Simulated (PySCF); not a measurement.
# How the numerical set-up moves the result for AsO2⁻

The method stays; parts of the set-up, such as the basis or the Hamiltonian, are changed.

Computed with PySCF 2.14.0. Level: method and basis as typed in the scripts.

## 1. The starting structure

AsO2⁻: 3 atoms, charge -1, spin multiplicity 1.

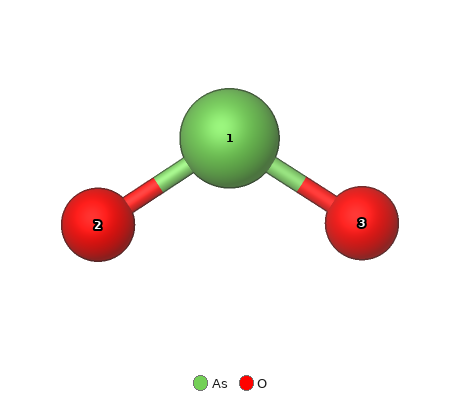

The starting geometry (arsenic green, oxygen red); atoms are numbered from 1 in the order of the file.

## 2. Base script

Input file input.py:

```python
from pyscf import gto, dft

mol = gto.M(
    atom='As 0 0 -0.2704; O 1.3894 0 0.6321; O -1.3894 0 0.6321',
    basis='lanl2dz',
    ecp={'As': 'lanl2dz'},
    charge=-1,
    spin=0,
    verbose=4,
)
mf = dft.UKS(mol, xc='x3lyp')
mf.kernel()
mf.mulliken_pop()
mf.dip_moment()
print('orbital energies (hartree):', [e[max(0, n-3):n+3].round(4) for e, n in zip(mf.mo_energy, mol.nelec)])
```

Command:

```sh
$ OMP_NUM_THREADS=1 python input.py
```

The log of this run is left out.

Base result: E(SCF) = -156.508183 Eh, 9 cycles.

The dipole of an ion depends on the origin.

## 3. Cc-pvdz (core potential off)

Variant 1 changes basis set: lanl2dz → cc-pvdz; core potential: on → off. The core potential changes with it: totals don't compare.

Input file input.py:

```python
from pyscf import gto, dft

mol = gto.M(
    atom='As 0 0 -0.2704; O 1.3894 0 0.6321; O -1.3894 0 0.6321',
    basis='cc-pvdz',
    charge=-1,
    spin=0,
    verbose=4,
)
mf = dft.UKS(mol, xc='x3lyp')
mf.kernel()
mf.analyze()
print('orbital energies (hartree):', [e[max(0, n-3):n+3].round(4) for e, n in zip(mf.mo_energy, mol.nelec)])
```

Command:

```sh
$ OMP_NUM_THREADS=1 python input.py
```

## 4. X2c-svpall (core potential off, X2C on)

Variant 2 changes basis set: lanl2dz → x2c-svpall; core potential: on → off; spin-free X2C: off → on. The core potential changes with it: totals don't compare.

Input file input.py:

```python
from pyscf import gto, dft

mol = gto.M(
    atom='As 0 0 -0.2704; O 1.3894 0 0.6321; O -1.3894 0 0.6321',
    basis='x2c-svpall',
    charge=-1,
    spin=0,
    verbose=4,
)
mf = dft.UKS(mol, xc='x3lyp')
mf = mf.sfx2c1e()
mf.kernel()
mf.analyze()
print('orbital energies (hartree):', [e[max(0, n-3):n+3].round(4) for e, n in zip(mf.mo_energy, mol.nelec)])
```

## 5. Integration grid (50, 194)

Variant 3 changes integration grid: default → (50, 194).

Changes to input.py since step 2:

```diff
@@ -11,2 +11,3 @@
 mf = dft.UKS(mol, xc='x3lyp')
+mf.grids.atom_grid = (50, 194)
 mf.kernel()
```

What does the calculation give? Wanted: for each run, E(SCF); from base; gap.

As calculated:

```csv
run,E(SCF) (hartree),from base (eV),cycles,gap (eV),functions
base,-156.508183,0,9,4.30,26
cc-pvdz (core potential off),-2386.201618,not comparable,10,4.63,55
"x2c-svpall (core potential off, X2C on)",-2410.729709,not comparable,10,4.72,60
"integration grid (50, 194)",-156.508019,+0.0044,9,4.30,26
```

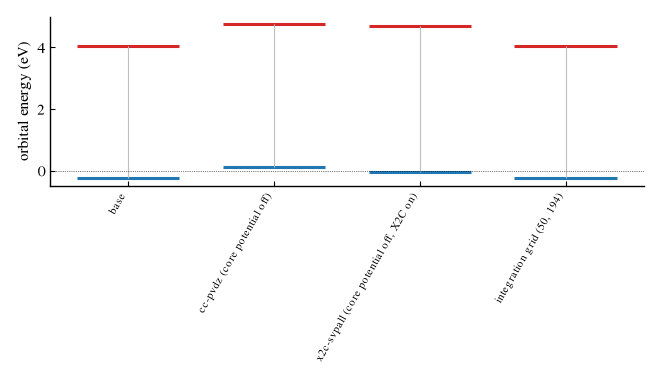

Frontier levels by run: filled blue, empty red.

**Reading.** Total energies from different bases, Hamiltonians or methods carry different errors, so properties are taken as differences within one set-up.
